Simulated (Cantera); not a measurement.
Input: 1 mol Fe(CO)5, 0.17 mol N2, 0.25 mol H2, held at 15.0 Torr.

Equilibrium computed with Cantera from the NASA thermochemical tables; the gas is ideal and each condensed phase is pure. Candidate condensed phases: C, C6H6, C7H8, C8H18, Fe, Fe(CO)5, FeO, Fe(OH)2, Fe(OH)3, Fe2O3, Fe3O4, H2O; 140 gas species. Condensed phases not in the tables: cementite and carbon dissolved in iron. The numbers say what is thermodynamically allowed, not how fast it happens.

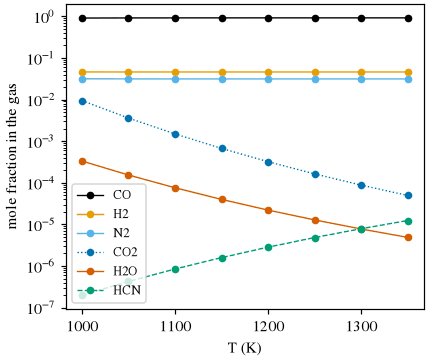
Figure: Equilibrium gas composition (values under 1e-9 drawn at 1e-9)

From 1000 K to 1150 K the condensed part is C(graphite) + Fe(α). From 1200 K to 1250 K the condensed part is C(graphite) + Fe(γ). From 1300 K to 1350 K the condensed part is Fe(γ).
